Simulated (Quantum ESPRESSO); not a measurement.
Density of states of Mo (Im-3m, 1 atom in the cell).

```xyz
1
Lattice="-1.5851 1.5851 1.5851 1.5851 -1.5851 1.5851 1.5851 1.5851 -1.5851" Properties=species:S:1:pos:R:3 pbc="T T T"
Mo     0.0000     0.0000     0.0000
```

Method of the run: PBE, PSlibrary PAW (PBE) pseudopotentials (plane waves; Quantum ESPRESSO).

SCF settings: ecutwfc = 55 Ry; ecutrho = 330 Ry; occupations = smearing; smearing = gauss; degauss = 0.0073499 Ry; potentials = {Mo: Mo.pbe-spn-kjpaw_psl.1.0.0.UPF}; K_POINTS = automatic 12 12 12 0 0 0; conv_thr = 1e-10 Ry; mixing_beta = 0.5. Keys of the DOS step: nscf.calculation = nscf; nscf.verbosity = high; nscf.occupations = tetrahedra_opt; nscf.nbnd = 13; nscf.startingwfc = random; nscf.diago_thr_init = 1e-06; nscf.diagonalization = cg; nscf.K_POINTS = automatic 24 24 24 0 0 0; dos.x.fildos = dos.dat; dos.x.Emin = -15 eV; dos.x.Emax = 30 eV; dos.x.DeltaE = 0.1 eV.

The starting cell comes from a database of computed structures (which also holds hypothetical and non-ambient phases and stackings), without a prior relaxation at this level. Its lattice was rescaled by a random factor within 2.5 % of one. Spin polarisation is off.

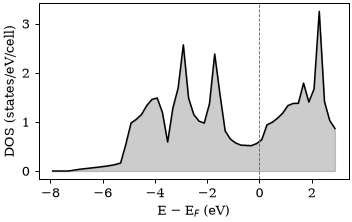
Figure: Total density of states, both spins summed.

Total DOS (both spins), as means of the tabulated values in each energy bin; the zero is the program's Fermi level or highest filled level, and the curve is cut to this window:

| E (eV) | states/eV/cell |
|---|---|
| -7.75 | 0.00 |
| -7.25 | 0.01 |
| -6.75 | 0.05 |
| -6.25 | 0.08 |
| -5.75 | 0.11 |
| -5.25 | 0.35 |
| -4.75 | 1.06 |
| -4.25 | 1.40 |
| -3.75 | 1.09 |
| -3.25 | 1.49 |
| -2.75 | 1.74 |
| -2.25 | 1.00 |
| -1.75 | 1.77 |
| -1.25 | 0.73 |
| -0.75 | 0.54 |
| -0.25 | 0.54 |
| 0.25 | 0.86 |
| 0.75 | 1.13 |
| 1.25 | 1.36 |
| 1.75 | 1.60 |
| 2.25 | 2.11 |
| 2.75 | 0.95 |

Around zero the curve holds about 0.6 states/eV/cell.
